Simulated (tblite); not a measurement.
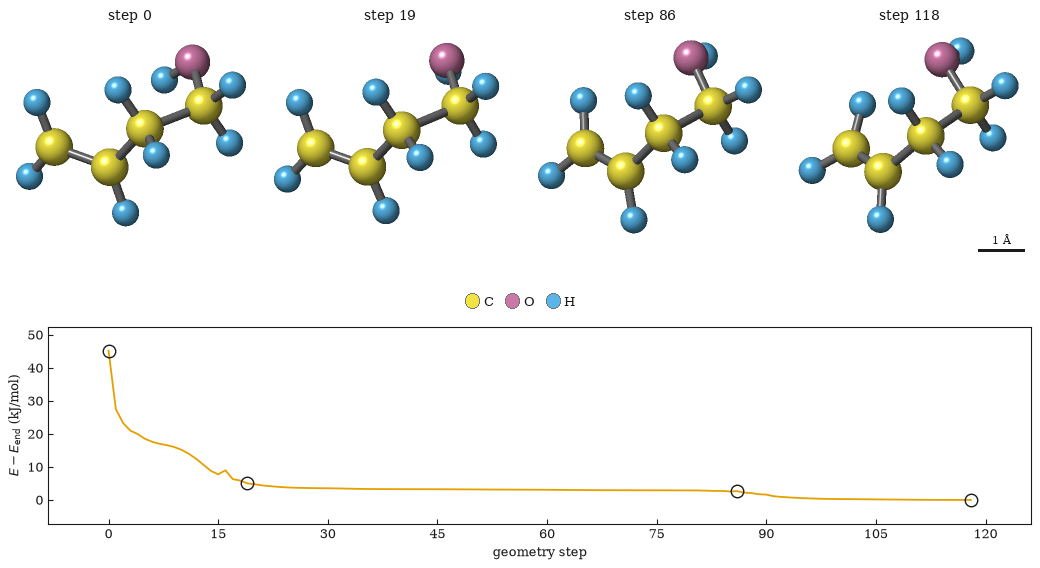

Frames of a relaxation of C$_{4}$H$_{8}$O (charge +1, multiplicity 2), marked on the history of the run. A ball-and-stick model, seen from a free direction.

Theory: GFN2-xTB geometry optimisation, gas phase in tblite. 

Q: What happens along the run?

A: The energy falls by 45.2 kJ/mol in 118 geometry steps. An H atom moves most after the best rigid fit: 1.28 Å. Largest moves by element: H 1.28 Å, O 0.69 Å, C 0.40 Å. Among the contacts that change: C–C 1.434 → 1.325 Å, C–O 1.407 → 1.376 Å, C–H 1.100 → 1.087 Å, C–C 1.489 → 1.497 Å. Bond angles that change, for instance: C–O–H 107.1° → 113.2°, C–C–H 109.5° → 103.6°, C–C–C 111.7° → 106.6°. Groups turn about C–O by about 95°, C–C by about 50°. From step 0 to 19: an H atom moves most (0.61 Å), energy −40.2 kJ/mol. From step 19 to 86: an H atom moves most (0.71 Å), energy −2.34 kJ/mol. From step 86 to 118: an H atom moves most (0.49 Å), energy −2.66 kJ/mol.

```csv
step,"E − E(0), kJ/mol"
0,0.00
1,-17.69
2,-21.95
3,-24.24
4,-25.26
5,-26.71
6,-27.62
7,-28.21
8,-28.62
9,-29.19
10,-30.04
16,-36.22
21,-40.79
27,-41.58
33,-41.79
38,-41.92
44,-41.96
50,-42.02
55,-42.07
61,-42.14
67,-42.24
73,-42.28
78,-42.31
84,-42.48
90,-43.58
95,-44.66
101,-44.95
107,-45.08
112,-45.17
118,-45.20
```
